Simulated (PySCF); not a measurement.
C7H10OSSi, SMILES s1c(ccc1)[SiH2]CC(=O)C, singlet at its GFN2-xTB optimised geometry (Å):

```
20

C      1.6820     3.7179     1.6580
C      1.6590     3.1268     0.2691
O      1.6945     3.8099    -0.7269
C      1.5433     1.6441     0.2222
Si    -0.3110     1.2378    -0.0185
C     -0.4747    -0.6265     0.0019
C      0.4714    -1.6111     0.0005
C     -0.0633    -2.9160     0.0000
C     -1.4211    -2.9160     0.0000
S     -2.0640    -1.3235     0.0000
H      1.5686     4.7977     1.6108
H      0.8877     3.2849     2.2608
H      2.6349     3.4833     2.1297
H      2.0886     1.2625    -0.6390
H      1.9277     1.1853     1.1298
H     -1.0828     1.7943     1.1030
H     -0.7931     1.7836    -1.2872
H      1.5273    -1.4053     0.0003
H      0.5346    -3.8099    -0.0004
H     -2.0886    -3.7547     0.0007
```

Level of theory: CAM-B3LYP/def2-SVP in PySCF 2.14.0. Cells within 0.4 Å of a nucleus heavier than hydrogen are left out (blank, or x).

Map of the electron localisation function on the plane z = 0.0 Å:

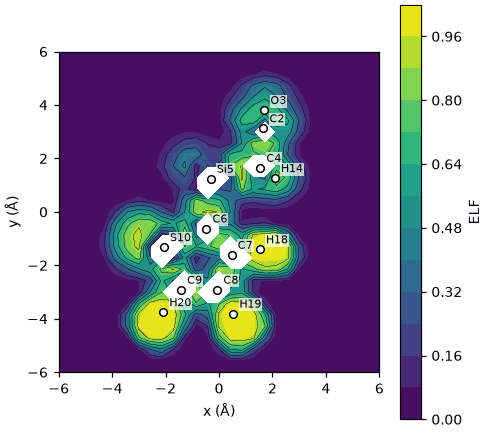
Figure. Electron localisation function on the plane z = 0.0 Å.
